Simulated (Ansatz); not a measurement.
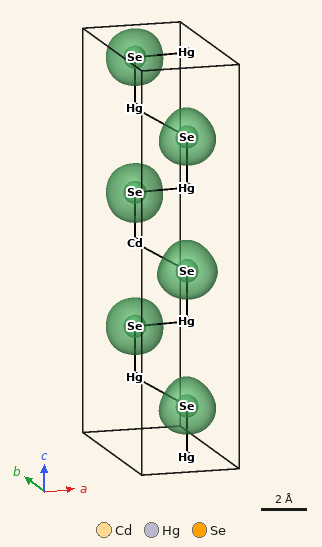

Figure 1: CdHg$_{5}$Se$_{6}$. Isosurface of the ELF at 0.6 (green), seen at an oblique angle. Core shells and regions of very low density are left out. Sticks mark near contacts.

Space group P3m1; a structure generated by program, which may or may not match a known phase.

Theory: DFT PBE, scalar-relativistic, plane waves, PAW (Ansatz).

Core electrons are frozen (PAW), and the valence fields are smoothed inside the atomic spheres.

Identify the bonds, lone pairs and shells in this picture.

Answer. The surface consists of six regions wrapped around Se (the valence shell of each), counted in one cell of 12 atoms. Regions shared between cells count once.

Values along the shortest contacts:
Cd–Se (2.69 Å): the ELF is about 0.40 at the midpoint and 0.15 at its lowest between the atoms. Hg–Se (2.71 Å): the ELF is about 0.35 at the midpoint and 0.20 at its lowest between the atoms.
